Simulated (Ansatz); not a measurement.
# Calculations on C$_{2}$H$_{6}$SSi$_{2}$

## 1. Relaxation

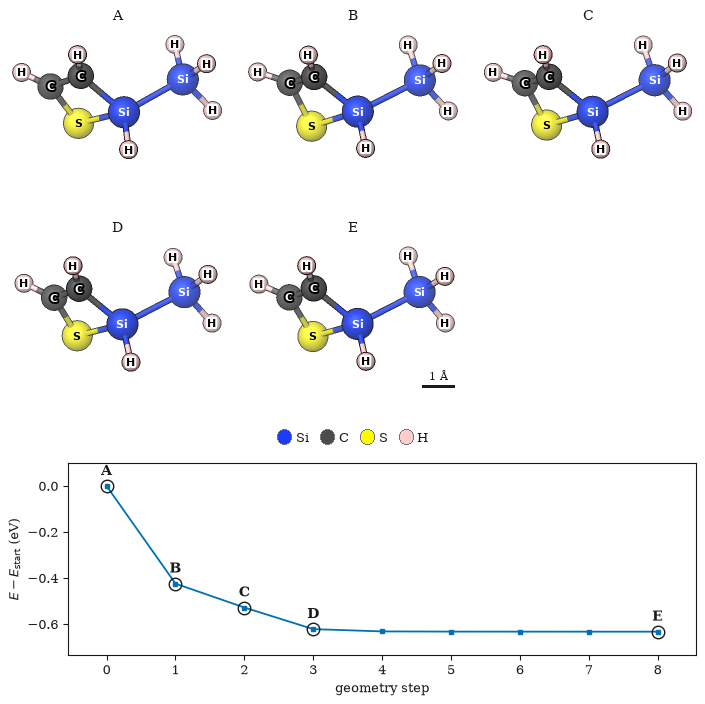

Frames of a relaxation of C₂H₆SSi₂, marked on the history of the run. A ball-and-stick model, seen face on.

The run prepares an end point of a later path (torsion) calculation, from a guessed geometry.

Theory: RKS PBE0-D4/def2-mTZVP in Ansatz 0.2.0.

Input file:
```yaml
crystal:
  periodic: [false, false, false]
  atoms:
    - { symbol: Si, position_ang: [-1.8879, -0.0161, 0.6111] }
    - { symbol: Si, position_ang: [0.2634, 0.5545, 0.5248] }
    - { symbol: C, position_ang: [1.3355, -0.7437, -0.2312] }
    - { symbol: C, position_ang: [1.8318, -0.0721, -1.3391] }
    - { symbol: S, position_ang: [0.922, 1.4662, -1.2741] }
    - { symbol: H, position_ang: [-2.7795, 1.2465, 0.8476] }
    - { symbol: H, position_ang: [-2.3823, -0.6028, -0.6584] }
    - { symbol: H, position_ang: [-2.1716, -0.9172, 1.6955] }
    - { symbol: H, position_ang: [0.8701, 1.2031, 1.7755] }
    - { symbol: H, position_ang: [1.6363, -1.7356, 0.1657] }
    - { symbol: H, position_ang: [2.4276, -0.4397, -2.0967] }
basis:
  gaussian: { orbitals: def2-mTZVP }
hamiltonian:
  xc: pbe0
  dispersion: d4
relax:
  f_tol: 0.015
  max_steps: 40
```

Run as
```bash
ansatz run input.yaml --threads 2 --pin off --max-ram 3072MiB --backend cpu --events-out ev --progress --plain --runs-dir out
```

Q: Describe the path.

A: The energy falls by 0.632 eV in 8 geometry steps. The largest force component goes from 4.3 to 0.01 eV/Å. H10 moves most after the best rigid fit: 0.19 Å. Largest moves by element: H 0.19 Å, C 0.14 Å, Si 0.09 Å, S 0.05 Å. Some distances before and after: Si1–Si2 2.227 → 2.335 Å, Si1–H6 1.564 → 1.489 Å, Si2–S5 2.122 → 2.196 Å, C4–H11 1.032 → 1.087 Å. Among the angles between lasting bonds that change: C3–C4–S5 101.9° → 111.9°, S5–C4–H11 128.8° → 119.4°, Si2–C3–H10 129.8° → 138.5°. From step 0 to 1: C4 moves most (0.19 Å), energy −0.424 eV. From step 1 to 2: S5 moves most (0.04 Å), energy −0.104 eV. From step 2 to 3: C4 moves most (0.11 Å), energy −0.094 eV. From step 3 to 8: H8 moves most (0.09 Å), energy −0.011 eV.

```csv
step,"E − E(0), eV","largest force component, eV/Å"
0,0.0000,4.3322
1,-0.4235,2.9568
2,-0.5273,2.2206
3,-0.6211,0.4505
4,-0.6310,0.1322
5,-0.6318,0.0151
6,-0.6320,0.0137
7,-0.6321,0.0166
8,-0.6322,0.0103
```

## 2. Relaxation

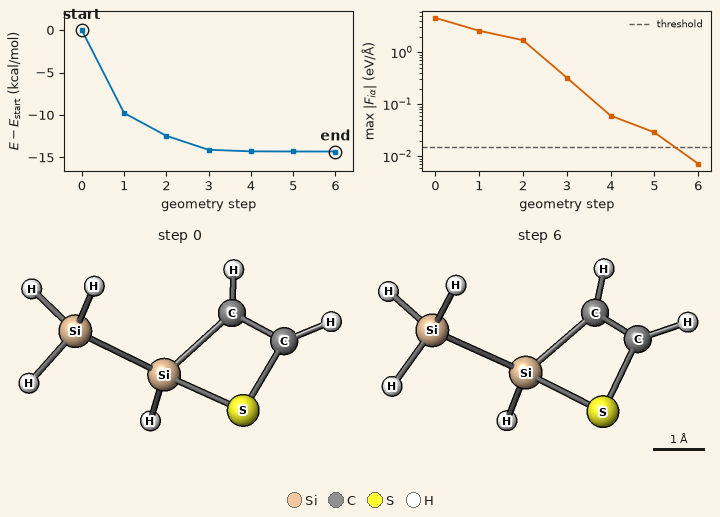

First and last geometry of a relaxation of C2H6SSi2, with the history of the run. The picture is a ball-and-stick view, seen at a tilt.

The run prepares an end point of a later path (torsion) calculation, from a guessed geometry.

These are results of RKS PBE0-D4/def2-mTZVP in Ansatz, not measurements.

Input file:
```yaml
crystal:
  periodic: [false, false, false]
  atoms:
    - { symbol: Si, position_ang: [-1.8879, -0.0161, 0.6111] }
    - { symbol: Si, position_ang: [0.2634, 0.5545, 0.5248] }
    - { symbol: C, position_ang: [0.99945, 0.88858, 2.18398] }
    - { symbol: C, position_ang: [1.98049, -0.09047, 2.24592] }
    - { symbol: S, position_ang: [1.66354, -1.02298, 0.75318] }
    - { symbol: H, position_ang: [-2.7795, 1.2465, 0.8476] }
    - { symbol: H, position_ang: [-2.3823, -0.6028, -0.6584] }
    - { symbol: H, position_ang: [-2.1716, -0.9172, 1.6955] }
    - { symbol: H, position_ang: [0.68029, 1.56711, -0.54937] }
    - { symbol: H, position_ang: [0.82477, 1.7347, 2.88072] }
    - { symbol: H, position_ang: [2.6028, -0.32415, 3.03471] }
basis:
  gaussian: { orbitals: def2-mTZVP }
hamiltonian:
  xc: pbe0
  dispersion: d4
relax:
  f_tol: 0.015
  max_steps: 40
```

Run as
```bash
ansatz run input.yaml --threads 2 --pin off --max-ram 3072MiB --backend cpu --events-out ev --progress --plain --runs-dir out
```

Question: What do the curves and the structures tell?

Answer: It converged. The atom that moves furthest after the best rigid fit is H10 (0.22 Å). By element the largest moves are H 0.22 Å, C 0.16 Å, Si 0.11 Å, S 0.04 Å. Among the contacts that change: Si1–Si2 2.227 → 2.335 Å, Si2–S5 2.122 → 2.196 Å, Si1–H6 1.564 → 1.490 Å, C4–H11 1.032 → 1.087 Å. Bond angles that change, for instance: C3–C4–S5 101.9° → 111.9°, S5–C4–H11 128.8° → 119.3°, Si2–C3–H10 129.8° → 138.4°. After 6 geometry steps the energy has fallen by 14.3 kcal/mol. Largest force component: 4.6 eV/Å at the start, 0.0072 eV/Å at the end. Cost: 12 s on 2 threads of AMD EPYC 9R45 96-Core Processor (Zen 5), with other jobs on the host, peak memory 0.31 GiB.

## 3. Path

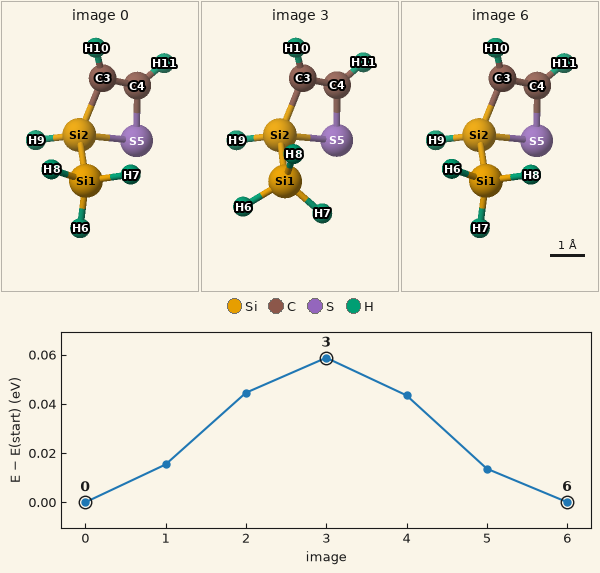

NEB run on C2H6SSi2. Images are numbered from 0 (start) to 6 (end). Style: ball-and-stick. Shown from a free direction.

Theory: RKS PBE0-D4/def2-mTZVP in Ansatz 0.2.0. Set-up: 5 movable images; climbing image; force threshold 0.03 eV/Å; iteration limit 60; starting path by image-dependent pair potential.

### What happens along the path, and what is the barrier?

The barrier is about 0.059 eV in both directions, with image 3 at the top; the ends have the same energy. The motion is a rotation about the Si1–Si2 bond by about 120°. No bond forms or breaks between the ends. The band converged in 5 iterations, with a climbing image at the top. At the top, the vibrational analysis gives one imaginary mode (116i cm⁻¹), as a transition state must have.

The run took 46 s on 2 threads of AMD EPYC 9R45 96-Core Processor (Zen 5) (shared host), peak memory 0.31 GiB.
